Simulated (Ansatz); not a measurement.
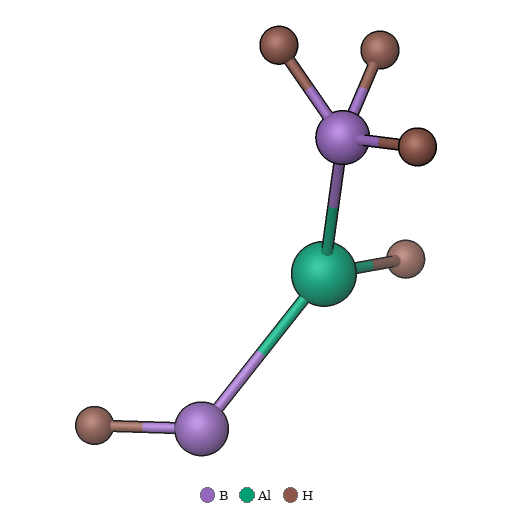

Starting geometry of the run.

Input file:

```yaml
crystal:
  periodic: [false, false, false]
  atoms:
    - {symbol: B, position_ang: [-1.084522, 0.847524, -1.281481]}
    - {symbol: Al, position_ang: [0.045291, 0.533304, 0.480329]}
    - {symbol: B, position_ang: [1.046537, -1.286336, 0.887071]}
    - {symbol: H, position_ang: [-2.254606, 0.589700, -1.356899]}
    - {symbol: H, position_ang: [1.168509, -1.304590, 2.030438]}
    - {symbol: H, position_ang: [0.148189, 1.721588, 1.548223]}
    - {symbol: H, position_ang: [2.175870, -1.497110, 0.538628]}
    - {symbol: H, position_ang: [0.527375, -2.195671, 1.474269]}
basis:
  gaussian: {orbitals: def2-SVP}
hamiltonian: {xc: pbe, dispersion: d4}
relax: {f_tol: 0.03, max_steps: 250}
```

It was started with:

```sh
ansatz run in.yaml --threads 2 --pin off --events-out ev --progress --plain --max-ram 4352MiB
```

What the program printed (its end):

```
mean field -8019.58483788 eV, -294.7143069224 hartree, gradient 2.0e-5 eV, S^2 0.000000; 1 other end points of the search recorded, 0 dependent functions left out
the calculation of the forces begins
reference -8019.58487548 eV, -294.7143083040 hartree; 14, 14 occupied and 57, 57 virtual orbitals, 791 factors
Total energy: -8019.70690482 eV, -294.7187927997 hartree
Atom 0 at    -0.459753    -0.182197    -0.363926 Å, force    -0.004981    -0.012714     0.002296 eV/Å
Atom 1 at     0.399859     1.072256     0.929167 Å, force     0.005968     0.008191     0.008540 eV/Å
Atom 2 at     0.261379    -1.148861     0.766190 Å, force     0.005599     0.009003    -0.003623 eV/Å
Atom 3 at    -1.236406    -0.339850    -1.273225 Å, force     0.001858     0.001813    -0.001732 eV/Å
Atom 4 at     1.147944    -0.583004     1.501227 Å, force    -0.003832     0.000260    -0.000638 eV/Å
Atom 5 at     0.773896     1.885363     2.251722 Å, force    -0.001269    -0.002355    -0.002964 eV/Å
Atom 6 at     0.663760    -0.960652    -0.527399 Å, force    -0.001754    -0.002940    -0.000364 eV/Å
Atom 7 at     0.221963    -2.334646     1.036821 Å, force    -0.001589    -0.001258    -0.001516 eV/Å
Dipole moment:     0.200961     0.243913     0.137062 e Å
```
